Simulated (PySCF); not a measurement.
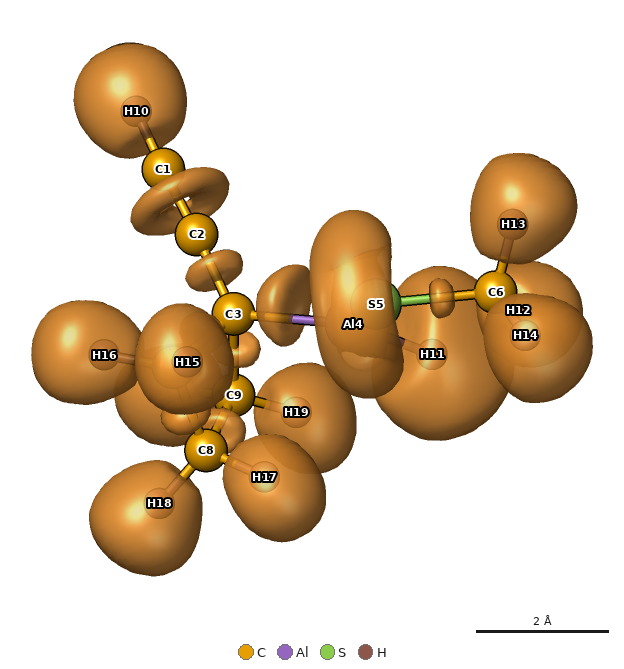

The picture shows: C7H11AlS (SMILES C#C[C]1([AlH][S]C)CCC1). Isosurface of the ELF at 0.85 (orange), seen at a tilt. Core shells and regions of very low density are left out.

Geometry: GFN2-xTB.

Theory: PBE0/pcSseg-1, SCF density, gas phase, non-relativistic in PySCF.

```xyz
20

C    -1.7015    3.1129    0.0957
C    -1.3280    1.9750    0.0286
C    -0.9256    0.5993   -0.0385
Al    0.9523   -0.0463   -0.3731
S     2.4138   -0.4042    1.2341
C     3.8847   -0.4552    0.1400
C    -1.4033   -0.3128    1.1293
C    -1.6956   -1.3896    0.0858
C    -1.7353   -0.3148   -0.9991
H    -1.9948    4.1184    0.1527
H     1.3832   -0.4171   -1.8109
H     3.5849   -0.4873   -0.9104
H     4.4869    0.4280    0.3312
H     4.4491   -1.3479    0.3895
H    -0.6663   -0.5614    1.9025
H    -2.3060    0.0676    1.6058
H    -0.8181   -2.0404   -0.0518
H    -2.5786   -2.0100    0.2255
H    -1.2665   -0.5659   -1.9572
H    -2.7406    0.0622   -1.1828
```

Q: Describe the localisation domains.

A: The ELF exceeds this value in one region between bonded Al–C atoms (shared pairs), six regions between bonded C–C atoms (shared pairs), one region between bonded C–S atoms (shared pairs), eleven regions around hydrogen nuclei and one region on S in which the atom's valence shell and bonds are merged.

Values along the shortest contacts:
C–C (1.20 Å): the ELF peaks at about 0.85 between the atoms (a short, multiple covalent bond). C–S (1.83 Å): the ELF peaks at about 0.90 between the atoms: a shared electron pair.
